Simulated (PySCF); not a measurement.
# C$_{4}$H$_{5}$OP, SMILES `Cc1cocp1`: electronic structure

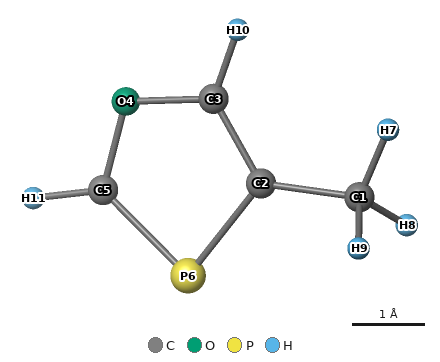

The molecule, with its atoms numbered as below. No frequency check shows the geometry to be a minimum.

Geometry (Å), atoms numbered from 1:

```
C1       2.2756    0.0543   -0.0002
C2       0.7854    0.1325    0.0001
C3       0.0634    1.2822    0.0000
O4      -1.2649    1.1401   -0.0000
C5      -1.6051   -0.1518   -0.0001
P6      -0.3149   -1.2705    0.0000
H7       2.7081    1.0525    0.0043
H8       2.6282   -0.4785   -0.8817
H9       2.6283   -0.4867    0.8775
H10      0.4249    2.2957    0.0005
H11     -2.6629   -0.3496   -0.0002
```

## 1. Removing or adding an electron

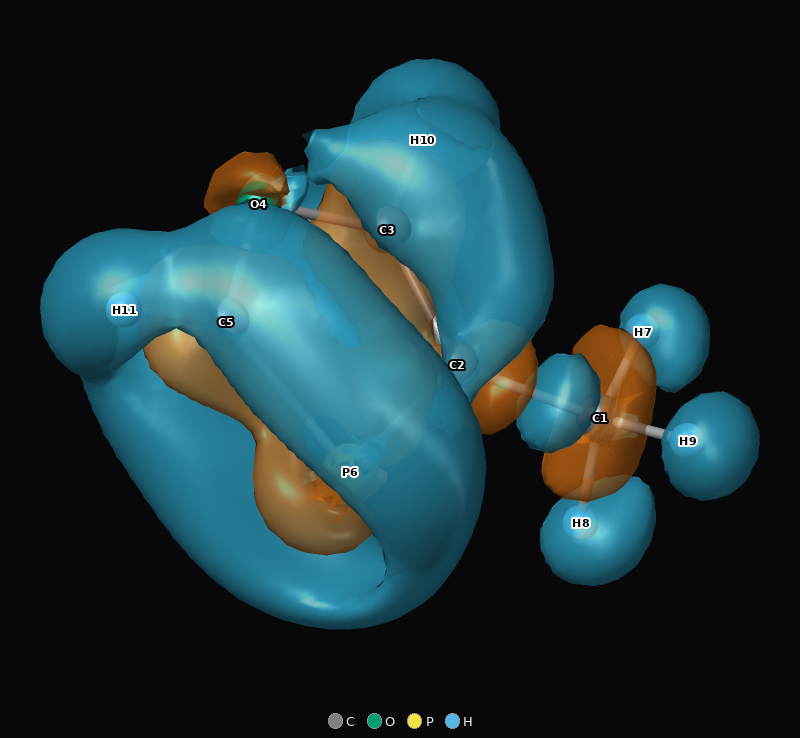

Fukui function f⁻ = ρ(N) − ρ(N−1) at fixed geometry, surfaces at ±0.015 e/Å³ (light blue positive, orange negative).

PySCF calculation, CAM-B3LYP/def2-SVPD, gas phase; geometry: GFN2-xTB.

**Which atoms respond most to the removal of an electron?**

f⁻ (Hirshfeld-condensed) is largest on P6 (0.31); the vertical ionisation energy is 8.85 eV (the stability of the cation's solution wasn't checked). Condensed values hint at sites of electrophilic attack but needn't mark the atom that reacts. Orbital relaxation makes it negative in places (0.19 e in all).

## 2. Localised orbitals

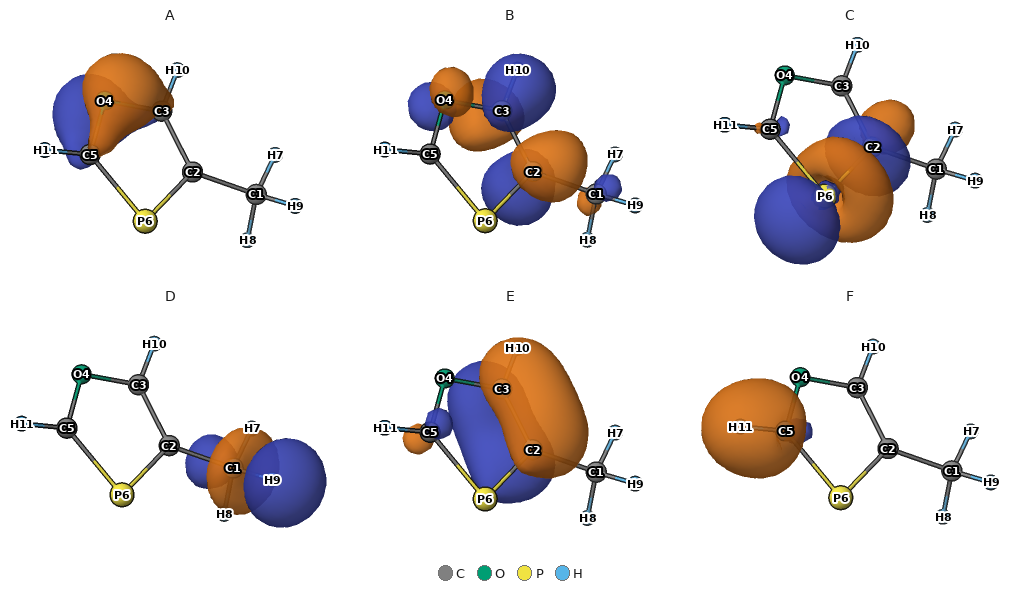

Intrinsic bond orbitals (IBO), occupied and valence-virtual; each surface holds about 80 % of the orbital's density. Energies are diagonal elements of the Fock matrix.

Method: BLYP/def2-TZVP; geometry: GFN2-xTB; program: PySCF.

**What does each orbital represent in a Lewis picture?**

By panel:
- A: p-type lone pair on O4, partly delocalised onto C5, C3 and P6 (O4 81 %, C5 8 %, C3 6 %; −10.0 eV)
- B: π* orbital C2–C3 (C2 43 %, C3 42 %, O4 7 %; 0.9 eV)
- C: σ* orbital P6–C2 (P6 58 %, C2 41 %; 5.2 eV)
- D: σ* orbital H9–C1 (H9 57 %, C1 42 %; 7.8 eV)
- E: π bond C2–C3 (C2 47 %, C3 46 %, C5 4 %; −7.0 eV)
- F: σ bond C5–H11 (C5 59 %, H11 41 %; −13.1 eV)

**Which has the smallest and which the largest spatial spread?**

Smallest: F (0.81 Å); largest: C (1.36 Å).

## 3. Stretching a bond

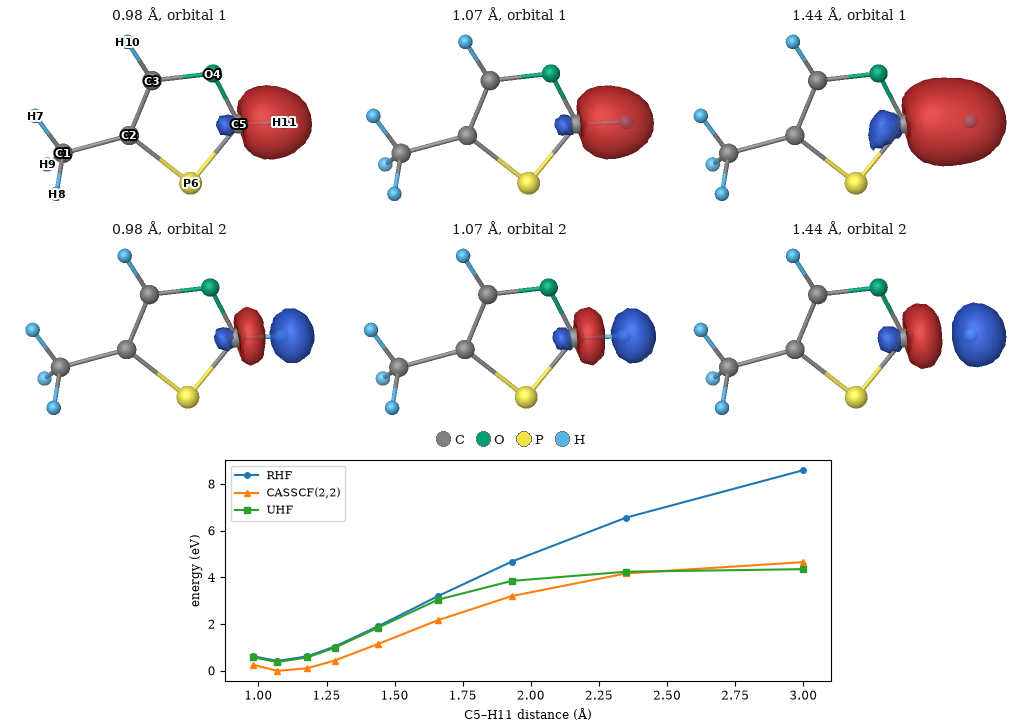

Rigid stretch of the C5–H11 bond. The two CASSCF(2,2) natural orbitals nearest half filling (orbital 1 the more occupied). Below: energies along the scan, from the lowest point of the three curves.

Method: 6-31G* basis; geometry: GFN2-xTB; program: PySCF.

**How do the occupations change along the stretch?**

0.98 Å: 1.99 and 0.01; 1.07 Å: 1.98 and 0.02; 1.44 Å: 1.95 and 0.05. At the longest distance computed (3.00 Å) they are 1.26 and 0.74, and the effective number of unpaired electrons is 1.7.

UHF's ⟨S²⟩ passes 1 along the scan (up to 1.49), so it also polarises electrons outside the stretched bond; its energy lowering isn't due to that bond alone.

UHF already breaks spin symmetry near equilibrium here (⟨S²⟩ = 0.30 at 1.07 Å), for reasons apart from this bond.

**How much energy does the stretch cost?**

By CASSCF, 4.7 eV from the lowest point of the scan (1.07 Å) to 3.00 Å; RHF gives 8.2 eV from its own lowest point. The fragments aren't relaxed and dynamic correlation is missing, so this isn't a bond dissociation energy.

The PySCF runs shown took 88 s, 41 s and 3.7 min on 1 thread of AMD EPYC 7R13 Processor (Zen 3) (shared host).
